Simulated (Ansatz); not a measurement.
# Decaying states in the gap of LiSnF3, part 2 of 3

A new crystal, LiSnF3: structure, gap and complex bands. It is built by putting F for Cl in the LiSnCl3 structure of space group R3c, with the volume rescaled by atomic radii. The parent structure comes from the Materials Project.

Ansatz 0.2.0; PBEsol DFT, plane waves, PAW files (the session's first sound run).

So far. Step 2 (Cell and atoms at rest): The largest force component on a free atom ends at 0.0019 eV/Å.

The structure was built from a prototype and need not be the compound's stable phase.

### Step 3. Band edges

The energy window and the wavevectors of the next steps follow from the band edges, so these are searched first, off the mesh as well.

The input, input.yaml:

```yaml
crystal:
  lattice:
    - [2.831968477, 1.6350377625, 4.7672369876]
    - [-2.831968477, 1.6350377625, 4.7672369876]
    - [0.0, -3.270075525, 4.7672369876]
  atoms:
    - { symbol: Li, position: [0.2981084528, 0.2981084528, 0.2981084528] }
    - { symbol: Li, position: [0.7981084528, 0.7981084528, 0.7981084528] }
    - { symbol: Sn, position: [0.011222548, 0.011222548, 0.011222548] }
    - { symbol: Sn, position: [0.511222548, 0.511222548, 0.511222548] }
    - { symbol: F, position: [0.0627953361, 1.0637103474, 0.5926566458] }
    - { symbol: F, position: [1.0637103474, 0.5926566458, 0.0627953361] }
    - { symbol: F, position: [0.5926566458, 0.0627953361, 1.0637103474] }
    - { symbol: F, position: [0.0926566458, 0.5637103474, 0.5627953361] }
    - { symbol: F, position: [0.5627953361, 0.0926566458, 0.5637103474] }
    - { symbol: F, position: [0.5637103474, 0.5627953361, 0.0926566458] }
kpoints:
  mp_grid: { grid: [6, 6, 6] }
  band_path: { path: [VBM, CBM], npoints: 30 }
scf:
  occupations: { method: fixed }
hamiltonian:
  xc: pbesol
output:
  eigenvalues: true
  write_potential: true
  write_density: true
  volumetric_format: npy
  elf: true
```

The run is started by

```sh
$ ansatz run input.yaml --threads 2 --pin off --max-ram 4096MiB --backend cpu --events-out ev --progress --plain --runs-dir out
```

Numbers of over 12 decimals in the logs are rounded to 6 here.

The log of the run:

```text
[...]
Crystal: 10 atoms, lattice volume = 132.445 Å³
Basis set: ecut = 420 eV, 2631 PW (Γ)
Bands: 48, of which v1, the nominal top of the filled ones, is band 38 counted from 1 (37 counted from 0)
Symmetry: 6 space group operations
[...]
k-points: 32 of 216 (time reversal used)
[...]
SCF iter   1: F=—  HF=-17116.638723 eV  |F-HF|=—  |Δ(HF+E_count)|=         —  Δρ=1.46e-2  dr2=1.83e-1  ethr=1.77e-3  ⟨swp⟩=5.0  Hψ=5701  notcnv=0  defer=237
[...]
SCF iter   6: F=-17116.586511 eV  HF=-17116.586511 eV  |F-HF|=8.78e-8  |Δ(HF+E_count)|=   1.88e-6  Δρ=7.37e-6  dr2=7.48e-8  ethr=1.32e-10  ⟨swp⟩=12.5  Hψ=7276  notcnv=0
SCF 1 converged in 6 iterations: F = -17116.586511 eV  dr2 = 7.48e-8
[...]
NSCF: frozen V_eff on 32 k-points
[...]
SCF converged after 6 iterations
Free energy (F): -17116.586511 eV
[...]
Internal energy: -17116.586511 eV  (E = F + TS)
E sigma→0 (E₀):  -17116.586511 eV
Fermi energy:    4.445196 eV
[...]
--- Band table (eV; the first three rows and the last of 32) ---
  k-point 0: bands = [... 34 lower, 2.0850, 2.3909, 2.4098, 3.5376, 10.5020, 10.5020, 10.6345, 10.6345, ... 6 higher]
  k-point 1: bands = [... 34 lower, 2.0868, 2.3300, 2.8426, 3.7283, 10.1238, 10.3659, 10.4194, 10.5253, ... 6 higher]
  k-point 2: bands = [... 34 lower, 2.1129, 2.2332, 3.5383, 4.0711, 9.5389, 9.8043, 10.2785, 10.3293, ... 6 higher]
  k-point 31: bands = [... 34 lower, 2.1212, 2.1212, 3.8744, 3.8744, 10.0038, 10.0038, 10.2073, 10.2073, ... 6 higher]
```

Run time: 63 s. Hardware: 2 threads of Arm Neoverse N1, shared host; peak memory 0.47 GiB; 2.1 min of CPU time.

In the SCF lines HF is the Harris–Foulkes energy and dr2 the Hartree energy of the density residual, in eV; the loop may stop once dr2 is under the threshold and the program's other checks hold. Hψ counts applications of the Hamiltonian.

Numbers from this step:

```
Fermi energy        : 4.445 eV
gap on the k-mesh   : 3.656 eV
gap on path         : 3.656 eV, by band count; negative where bands overlap
direct gap on path  : 3.656 eV
edge places on path : 0, 0 1/A along the path
```

Levels at VBM (eV): -6.48, -6.23, -4.39, -4.28, -4.02, -3.97, -3.78, -3.59, -3.44, -3.40, -3.25, -3.09, -3.06, -2.96, -2.58, -2.47, -2.41, -2.30, -0.24, 0.00, 3.66, 4.79, 5.25, 6.58, 7.18, 7.80.

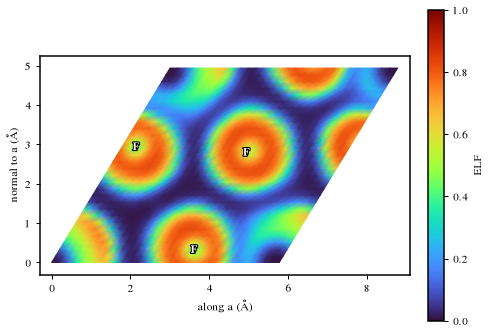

ELF in the ac plane of the cell as run, not the conventional one, at fractional y = 0.063, with atoms of F within 0.2 Å of it. It is the smooth field of the valence electrons, not physical close to the nuclei.

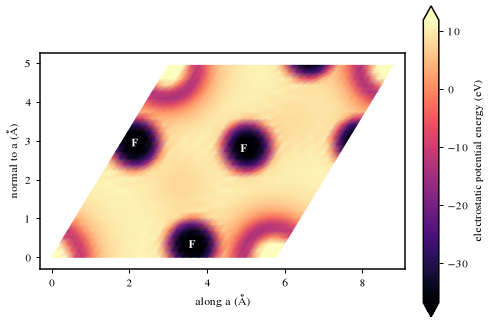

Electrostatic potential energy in the ac plane of the cell as run, not the conventional one, at fractional y = 0.063, with atoms of F within 0.2 Å of it. With pseudopotentials it is smooth inside the atoms' cores, unlike the true potential.

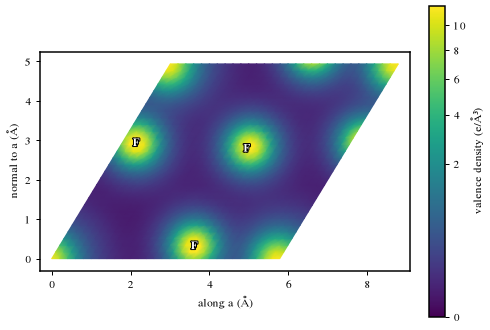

Valence density in the ac plane of the cell as run, not the conventional one, at fractional y = 0.063, with atoms of F within 0.2 Å of it. It is the smooth field of the valence electrons, not physical close to the nuclei. The colour scale is stretched toward low values.

The searched edges give 3.66 eV, as on the mesh.

### Step 4. Decaying states in the gap, plane (001)

This step: PBEsol DFT, plane waves, PAW files; complex bands by layer matching along the plane's normal (Ansatz 0.2.0).

The same crystal is laid in a cell whose first two vectors span the (001) plane (indices of the standard conventional cell, whose axes can be ordered otherwise than in the bulk input). At fixed energy and wavevector in the plane the solver finds all kz, real and complex. A few wavevectors are listed, (0, 0) and (0, -0.5) in units of the plane's reciprocal vectors; the slowest state needn't be among them.

The input, input.yaml:

```yaml
crystal:
  lattice:
    - [5.663936954, 0.0, 0.0]
    - [2.831968477, 4.905113288, 0.0]
    - [2.831968477, -1.635037763, 4.767236988]
  atoms:
    - { symbol: Li, position: [0.5962169056, 0.7018915472, 0.1056746416] }
    - { symbol: Li, position: [0.5962169056, 0.2018915472, 0.6056746416] }
    - { symbol: Sn, position: [0.022445096, 0.988777452, 0.966332356] }
    - { symbol: Sn, position: [0.022445096, 0.488777452, 0.466332356] }
    - { symbol: F, position: [0.1265056835, 0.9362896526, 0.2808376707] }
    - { symbol: F, position: [0.6563669932, 0.4073433542, 0.2808376707] }
    - { symbol: F, position: [0.6554519819, 0.9372046639, 0.2808376707] }
    - { symbol: F, position: [0.6563669932, 0.4362896526, 0.7808376707] }
    - { symbol: F, position: [0.6554519819, 0.9073433542, 0.7808376707] }
    - { symbol: F, position: [0.1265056835, 0.4372046639, 0.7808376707] }
kpoints:
  mp_grid: { grid: [6, 6, 6] }
scf:
  occupations: { method: fixed }
hamiltonian:
  xc: pbesol
output:
  eigenvalues: true
  transmission:
    leads: [[0, 0]]
    kpoints: [[0.0, 0.0], [0.0, -0.5]]
    e_range: [-1.0, 4.66]
    de: 0.14
```

The log of the run:

```text
[...]
Crystal: 10 atoms, lattice volume = 132.445 Å³
Basis set: ecut = 420 eV, 2631 PW (Γ)
Bands: 48, of which v1, the nominal top of the filled ones, is band 38 counted from 1 (37 counted from 0)
Symmetry: 6 space group operations
[...]
k-points: 32 of 216 (time reversal used)
[...]
SCF iter   1: F=—  HF=-17116.638597 eV  |F-HF|=—  |Δ(HF+E_count)|=         —  Δρ=1.46e-2  dr2=1.83e-1  ethr=1.77e-3  ⟨swp⟩=5.0  Hψ=5664  notcnv=0  defer=236
[...]
SCF iter   6: F=-17116.586415 eV  HF=-17116.586415 eV  |F-HF|=8.83e-8  |Δ(HF+E_count)|=   1.89e-6  Δρ=7.32e-6  dr2=7.42e-8  ethr=1.32e-10  ⟨swp⟩=12.5  Hψ=7341  notcnv=0
SCF 1 converged in 6 iterations: F = -17116.586415 eV  dr2 = 7.42e-8
[...]
transmission: 6 of 12 steps passed
transmission: 12 of 12 steps passed
SCF converged after 6 iterations
Free energy (F): -17116.586415 eV
[...]
Internal energy: -17116.586415 eV  (E = F + TS)
E sigma→0 (E₀):  -17116.586415 eV
Fermi energy:    4.445175 eV
[...]
--- Band table (eV; the first three rows and the last of 32) ---
  k-point 0: bands = [... 34 lower, 2.0850, 2.3909, 2.4098, 3.5376, 10.5020, 10.5020, 10.6345, 10.6345, ... 6 higher]
  k-point 1: bands = [... 34 lower, 2.0463, 2.3553, 2.7127, 3.6864, 10.4172, 10.4172, 10.5146, 10.5146, ... 6 higher]
  k-point 2: bands = [... 34 lower, 1.9905, 2.2550, 3.3474, 3.9424, 9.9996, 10.2671, 10.2671, 10.3063, ... 6 higher]
  k-point 31: bands = [... 34 lower, 2.0082, 2.0082, 4.2796, 4.2796, 8.8763, 8.8763, 10.2039, 10.2039, ... 6 higher]
--- Transmission ---
  basis      : 253 plane waves across, 6 finite elements along
  points     : 2, as listed
  energies   : 41 from -1.000000 to 4.600000 eV about the Fermi level, 0.140000 eV apart; the leads are filled to 1.828248 eV, and channels, transmission and decay are at 1.800000 eV
  crystal 0  : Li2F6Sn2, at the sites [0, 0], period 4.7672 Å: whole cells are its period
    offset         : up to 0.0000 Å between an atom of the period and one for which it stands
    channels       : 0.000000e0 a spin
    conductance    : none, the energies end too early or step too widely for 300 K: set another output.transmission.e_range or a lower de, or, where they end at an eighth of basis.ecutwfc, a higher one
    slowest decay  : 0.4062 /Å at (0.0000, -0.5000)
```

Elapsed: 74 s, on 2 threads; peak memory 0.83 GiB; 2.4 min of CPU time.

This step gave:

```yaml
free_energy: -17116.5864 eV
level_to_which_the_leads_are_filled: 1.828 eV from the Fermi level
decay_constant_at_the_filling_level_zone_centre: 0.4132 Å⁻¹
decay_constant_at_the_filling_level_slowest_listed_point: 0.4062 Å⁻¹
```

K parallel (0, 0); values up to 1.5 1/Å, a degenerate pair printed once or twice; energies at which all values exceed this have no row. Im kz of the slowest decaying states against energy, zero at the highest filled level on the SCF mesh:

```tsv
energy (eV)	decay 1 (Å⁻¹)	decay 2 (Å⁻¹)	decay 3 (Å⁻¹)	decay 4 (Å⁻¹)
-1.00	0.160	0.597	0.708	0.827
-0.02	0.261	0.712	0.849	0.894
0.96	0.382	0.782	0.934	0.980
1.94	0.415	0.827	0.955	1.11
3.06	0.398	0.862	0.951	0.960
4.04	0.339	0.797	0.890	0.950
```

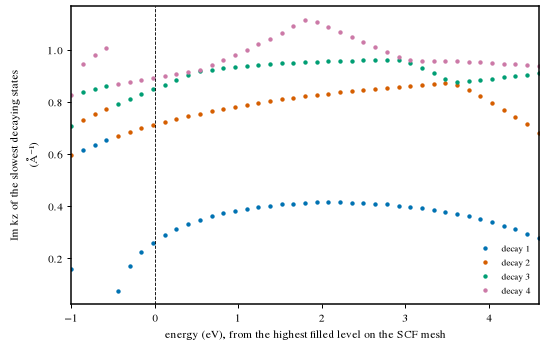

Im kz of the slowest decaying states, plotted against energy.

K parallel (0, -0.5); values up to 1.5 1/Å, a degenerate pair printed once or twice; energies at which all values exceed this have no row. Im kz of the slowest decaying states against energy, zero at the highest filled level on the SCF mesh:

```tsv
energy (eV)	decay 1 (Å⁻¹)	decay 2 (Å⁻¹)	decay 3 (Å⁻¹)	decay 4 (Å⁻¹)
-1.00	0.487	0.693	0.711	0.744
-0.02	0.290	0.672	0.826	0.919
0.96	0.420	0.539	0.667	0.871
1.94	0.399	0.613	0.648	0.846
3.06	0.272	0.592	0.625	0.712
4.04	0.493	0.495	0.597	0.914
```

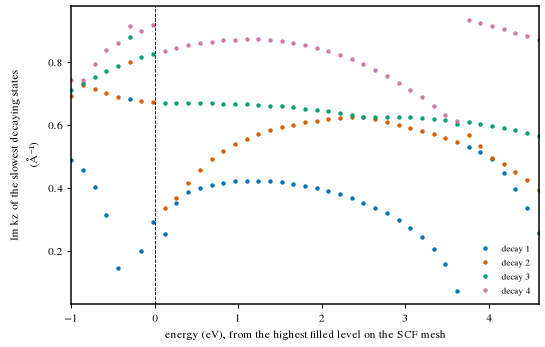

Im kz of the slowest decaying states against energy.

At the listed wavevectors the last open channel is at -0.02 eV and the next at +3.76 eV on the grid. At +1.80 eV, the grid energy nearest the filling level (the middle of the gap on the SCF mesh), the slowest state at the listed wavevectors decays with κ = 0.406 Å⁻¹, its amplitude falling by e over 2.5 Å. Through 1 nm of this crystal that state's transmission falls by exp(−2 × 0.406 Å⁻¹ × 10 Å) = 3.0e-4.

### Step 5. Decay over the two-dimensional zone

The listed points could miss the slowest state, so one energy near mid-gap is solved on a mesh of 10×10.

Edit input.yaml of step 4 so:

```diff
@@ -24,6 +24,2 @@
   eigenvalues: true
-  transmission:
-    leads: [[0, 0]]
-    kpoints: [[0.0, 0.0], [0.0, -0.5]]
-    e_range: [-1.0, 4.66]
-    de: 0.14
+  transmission: { leads: [[0, 0]], kmesh: [10, 10], e_range: [1.83, 1.84], de: 0.05 }
```

The log of the run:

```text
[...]
Crystal: 10 atoms, lattice volume = 132.445 Å³
Basis set: ecut = 420 eV, 2631 PW (Γ)
Bands: 48, of which v1, the nominal top of the filled ones, is band 38 counted from 1 (37 counted from 0)
Symmetry: 6 space group operations
[...]
k-points: 32 of 216 (time reversal used)
[...]
SCF iter   1: F=—  HF=-17116.638597 eV  |F-HF|=—  |Δ(HF+E_count)|=         —  Δρ=1.46e-2  dr2=1.83e-1  ethr=1.77e-3  ⟨swp⟩=5.0  Hψ=5664  notcnv=0  defer=236
[...]
SCF iter   6: F=-17116.586415 eV  HF=-17116.586415 eV  |F-HF|=8.83e-8  |Δ(HF+E_count)|=   1.89e-6  Δρ=7.32e-6  dr2=7.42e-8  ethr=1.32e-10  ⟨swp⟩=12.5  Hψ=7341  notcnv=0
SCF 1 converged in 6 iterations: F = -17116.586415 eV  dr2 = 7.42e-8
[...]
transmission: 24 of 84 steps passed
transmission: 48 of 84 steps passed
transmission: 72 of 84 steps passed
transmission: 84 of 84 steps passed
SCF converged after 6 iterations
Free energy (F): -17116.586415 eV
[...]
Internal energy: -17116.586415 eV  (E = F + TS)
E sigma→0 (E₀):  -17116.586415 eV
Fermi energy:    4.445175 eV
[...]
--- Band table (eV; the first three rows and the last of 32) ---
  k-point 0: bands = [... 34 lower, 2.0850, 2.3909, 2.4098, 3.5376, 10.5020, 10.5020, 10.6345, 10.6345, ... 6 higher]
  k-point 1: bands = [... 34 lower, 2.0463, 2.3553, 2.7127, 3.6864, 10.4172, 10.4172, 10.5146, 10.5146, ... 6 higher]
  k-point 2: bands = [... 34 lower, 1.9905, 2.2550, 3.3474, 3.9424, 9.9996, 10.2671, 10.2671, 10.3063, ... 6 higher]
  k-point 31: bands = [... 34 lower, 2.0082, 2.0082, 4.2796, 4.2796, 8.8763, 8.8763, 10.2039, 10.2039, ... 6 higher]
--- Transmission ---
  basis      : 253 plane waves across, 6 finite elements along
  points     : 14, standing for a mesh of 10 x 10
  energies   : 1 from 1.830000 to 1.830000 eV about the Fermi level; the leads are filled to 1.828248 eV, and channels, transmission and decay are at 1.830000 eV
  crystal 0  : Li2F6Sn2, at the sites [0, 0], period 4.7672 Å: whole cells are its period
[...]
channels       : 0.000000e0 a spin
    conductance    : none, crystal 0 has no channel at the energies, or these end too early or step too widely for 300 K: set another output.transmission.e_range or a lower de, or, where they end at an eighth of basis.ecutwfc, a higher one
    slowest decay  : 0.4047 /Å at (0.5000, 0.0000)
```

The job ended after 63 s (2 threads; peak memory 0.81 GiB; 2.1 min of CPU time).

This step gave:

```yaml
least_decay_constant_on_the_mesh: 0.4047 Å⁻¹
```

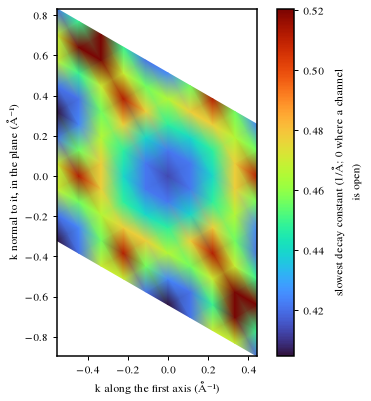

Slowest decay constant (1/Å; 0 where a channel is open) over k1 and k2. At 1.8300 eV from the Fermi level.

The least value on the mesh is 0.405 Å⁻¹ at +1.83 eV. At that energy the listed points give about 0.405 Å⁻¹ by interpolation, so the mesh holds no clearly slower state.

### Step 6. Decaying states in the gap, plane (101)

The same for the (101) plane, at (0, 0) and (-0.5, 0), to see how the decay depends on direction.

The input, input.yaml:

```yaml
crystal:
  lattice:
    - [5.780998394, 0.0, 0.0]
    - [2.774622966, 4.937777761, 0.0]
    - [2.774622966, 1.689334497, 4.639805834]
  atoms:
    - { symbol: Li, position: [0.8943253584, 0.7018915472, 0.7018915472] }
    - { symbol: Li, position: [0.3943253584, 0.2018915472, 0.2018915472] }
    - { symbol: Sn, position: [0.033667644, 0.988777452, 0.988777452] }
    - { symbol: Sn, position: [0.533667644, 0.488777452, 0.488777452] }
    - { symbol: F, position: [0.7191623293, 0.9362896526, 0.4073433542] }
    - { symbol: F, position: [0.7191623293, 0.4073433542, 0.9372046639] }
    - { symbol: F, position: [0.7191623293, 0.9372046639, 0.9362896526] }
    - { symbol: F, position: [0.2191623293, 0.4362896526, 0.4372046639] }
    - { symbol: F, position: [0.2191623293, 0.9073433542, 0.4362896526] }
    - { symbol: F, position: [0.2191623293, 0.4372046639, 0.9073433542] }
kpoints:
  mp_grid: { grid: [6, 6, 6] }
scf:
  occupations: { method: fixed }
hamiltonian:
  xc: pbesol
output:
  eigenvalues: true
  transmission:
    leads: [[0, 0]]
    kpoints: [[0.0, 0.0], [-0.5, 0.0]]
    e_range: [-1.0, 4.66]
    de: 0.11
```

The log of the run:

```text
[...]
Crystal: 10 atoms, lattice volume = 132.445 Å³
Basis set: ecut = 420 eV, 2631 PW (Γ)
Bands: 48, of which v1, the nominal top of the filled ones, is band 38 counted from 1 (37 counted from 0)
Symmetry: 6 space group operations
[...]
k-points: 32 of 216 (time reversal used)
[...]
SCF iter   1: F=—  HF=-17116.638601 eV  |F-HF|=—  |Δ(HF+E_count)|=         —  Δρ=1.46e-2  dr2=1.83e-1  ethr=1.77e-3  ⟨swp⟩=4.9  Hψ=5652  notcnv=0  defer=237
[...]
SCF iter   6: F=-17116.586412 eV  HF=-17116.586412 eV  |F-HF|=8.77e-8  |Δ(HF+E_count)|=   1.87e-6  Δρ=7.40e-6  dr2=7.53e-8  ethr=1.32e-10  ⟨swp⟩=12.8  Hψ=7422  notcnv=0
SCF 1 converged in 6 iterations: F = -17116.586412 eV  dr2 = 7.53e-8
[...]
transmission: 6 of 12 steps passed
transmission: 12 of 12 steps passed
SCF converged after 6 iterations
Free energy (F): -17116.586412 eV
[...]
Internal energy: -17116.586412 eV  (E = F + TS)
E sigma→0 (E₀):  -17116.586412 eV
Fermi energy:    4.445176 eV
[...]
--- Band table (eV; the first three rows and the last of 32) ---
  k-point 0: bands = [... 34 lower, 2.0850, 2.3909, 2.4098, 3.5376, 10.5020, 10.5020, 10.6345, 10.6345, ... 6 higher]
  k-point 1: bands = [... 34 lower, 2.0868, 2.3300, 2.8426, 3.7283, 10.1238, 10.3658, 10.4194, 10.5252, ... 6 higher]
  k-point 2: bands = [... 34 lower, 2.1129, 2.2332, 3.5383, 4.0711, 9.5389, 9.8042, 10.2785, 10.3293, ... 6 higher]
  k-point 31: bands = [... 34 lower, 2.1212, 2.1212, 3.8744, 3.8744, 10.0037, 10.0037, 10.2073, 10.2073, ... 6 higher]
--- Transmission ---
  basis      : 253 plane waves across, 6 finite elements along
  points     : 2, as listed
[...]
crystal 0  : Li2F6Sn2, at the sites [0, 0], period 4.6398 Å: whole cells are its period
[...]
channels       : 0.000000e0 a spin
[...]
slowest decay  : 0.3961 /Å at (-0.5000, 0.0000)
```

Wall time 88 s (2 threads); peak memory 0.83 GiB.

Numbers from this step:

* decay constant at the filling level, zone centre: 0.406 Å⁻¹
* decay constant at the filling level, slowest listed point: 0.3961 Å⁻¹

(Continued in part 3 of 3.)

[Logs are printed without paths, hosts, clocks, repeated set-up lines and the standing remarks that a program may print on its own settings, such as how far it seeks lower states.]

[Hosts, paths, dates, database ids (printed as entryN), source tags and the programs' standing remarks are cut or masked in the printed files.]

[New means built here by substitution; the compound itself may be known and measured.]
